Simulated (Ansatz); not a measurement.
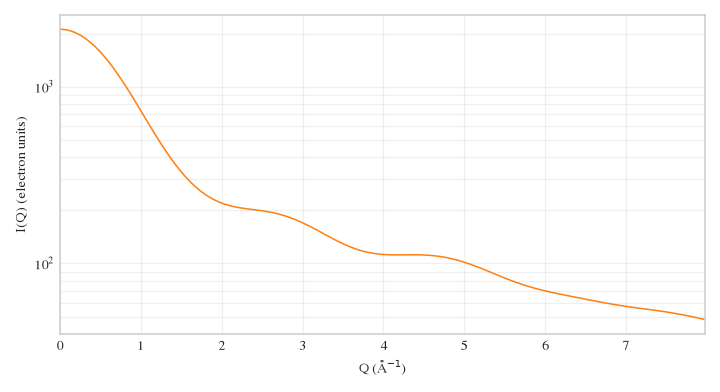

Elastic X-ray scattering of a randomly oriented, rigid molecule, calculated with the Debye equation from neutral-atom form factors (independent atoms, no Compton part, no vibration). The geometry is the end point of an optimisation (RKS PBE-D4/def2-SVP in Ansatz); it may be a saddle point or a higher isomer. It contains B, F, O, S, H.

How many electrons does the independent-atom model of the molecule hold?

Answer. I(0) is the square of the electron number: I(0) = 2120, so about 46 electrons, the count of B2FH3OS.

What radius of gyration does the initial fall-off give?

Answer. From I(Q) ≈ I(0) exp(−Q²R²/3) at small Q, R ≈ 1.91 Å. It is larger than the electron-weighted radius of the nuclear positions alone (1.76 Å), because each atom's electron cloud adds to it.
